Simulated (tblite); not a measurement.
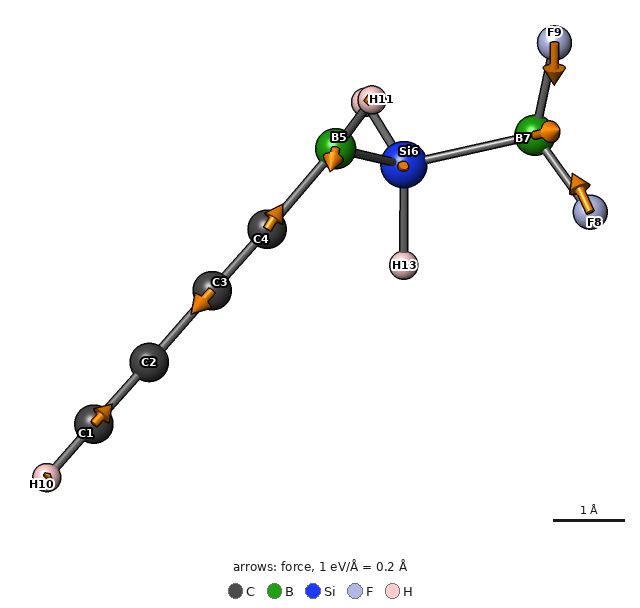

Starting geometry of C4H4B2F2Si with the computed forces as orange arrows. The picture is a ball-and-stick view, seen from a free direction.

All numbers below come from GFN2-xTB geometry optimisation, gas phase (tblite). 

> What follows when this structure is relaxed?

It isn't relaxed: the largest force vector, on a B atom, is 3.56 eV/Å. The final displacements have little in common with the starting forces (cosine between the two patterns 0.14). The energy falls by 25.2 kcal/mol in 168 geometry steps. The largest move after the best rigid fit is that of an H atom, 1.34 Å. Largest moves by element: H 1.34 Å, F 1.00 Å, B 0.69 Å, C 0.52 Å, Si 0.21 Å. Among the contacts that change: B–F 1.455 → 1.323 Å, B–C 1.554 → 1.478 Å, C–C 1.405 → 1.352 Å, B–Si 1.943 → 1.985 Å. Bond angles that change, for instance: H–Si–H 112.7° → 103.7°, Si–B–F 115.6° → 124.0°, Si–B–F 116.9° → 124.1°. Cost: 2 s on 1 thread of Arm Neoverse N1, with other jobs on the host.
